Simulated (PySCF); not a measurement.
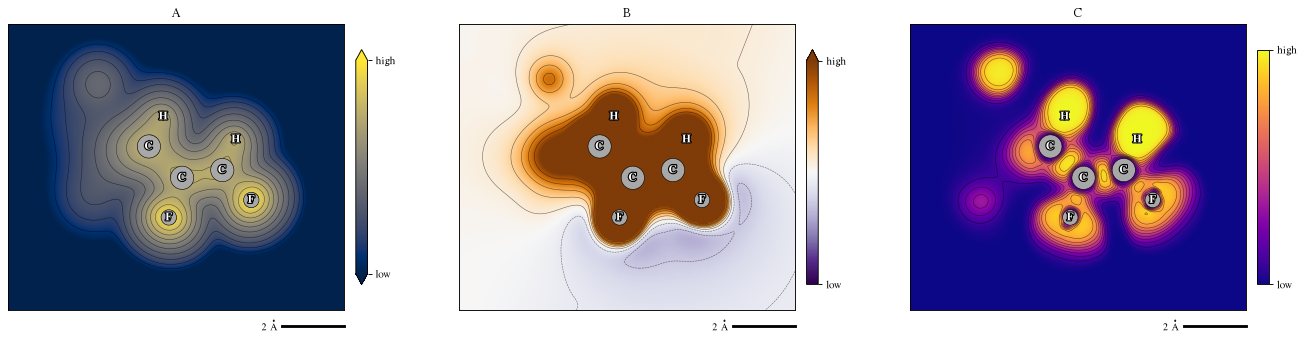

C5H11BF2Si: 3 fields on the plane of atoms F9, C8 and H20, with unlabelled colour scales. Grey discs cover the atomic cores.

Geometry: GFN2-xTB.

Computed with PBE0/pcSseg-1, SCF density, gas phase, non-relativistic (PySCF 2.14.0).

Question: Match the panels to the quantities (electron density, electron localisation function and electrostatic potential).

Answer: Panel A: electron density. Panel B: electrostatic potential (strongly positive close to the atoms, with negative regions outside electron-rich atoms). Panel C: electron localisation function. From the grid: C–C (1.33 Å): ρ at the midpoint is about 2.4 e/Å³; the ELF peaks at about 0.90 between the atoms: a multiple bond. C–F (1.35 Å): the density is about 2.2 e/Å³ at the midpoint, with its minimum of 1.7 e/Å³ about 0.5 Å from C; the ELF peaks at about 0.85 between the atoms, as expected for a polar covalent bond.
